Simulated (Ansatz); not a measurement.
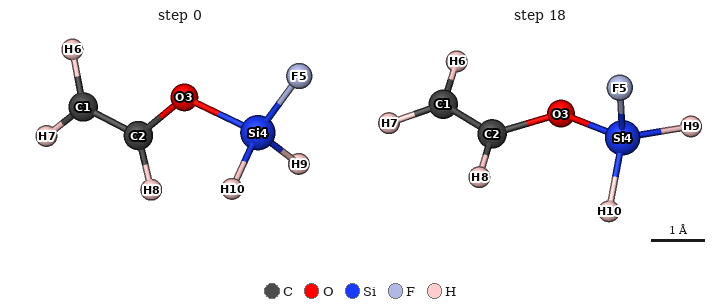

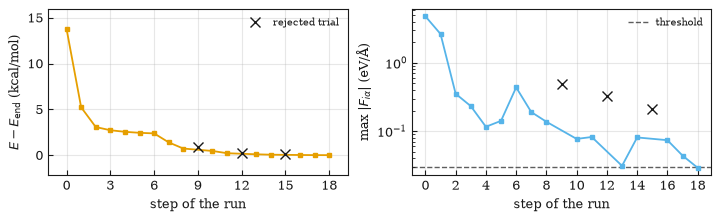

First and last geometry of a relaxation of C$_{2}$H$_{5}$FOSi (coarse preliminary run), with the history of the run. The picture is a ball-and-stick view, seen at a tilt.

The start comes from a force field.

All numbers below come from RKS PBE-D4/def2-SVP (Ansatz). Set-up: force threshold 0.03 eV/Å; at most 200 steps.

**What do the curves and the structures tell?**

It converged. The atom that moves furthest after the best rigid fit is H8 (1.18 Å). By element the largest moves are H 1.18 Å, F 0.87 Å, O 0.69 Å, Si 0.25 Å, C 0.23 Å. Near-neighbour distances that change, for instance: Si4–F5 1.530 → 1.634 Å, O3–Si4 1.736 → 1.675 Å, C1–C2 1.286 → 1.342 Å, C2–H8 1.066 → 1.108 Å. Bond angles that change, for instance: H9–Si4–H10 109.7° → 115.4°, H6–C1–H7 113.8° → 119.2°, F5–Si4–H10 112.3° → 107.2°. Groups turn about O3–Si4 by about 95°. Over 15 accepted moves (18 points after the start) the energy falls by 13.8 kcal/mol. The largest force component goes from 4.8 to 0.029 eV/Å. The line search rejected the trial steps at points 9, 12, 15 of the run.
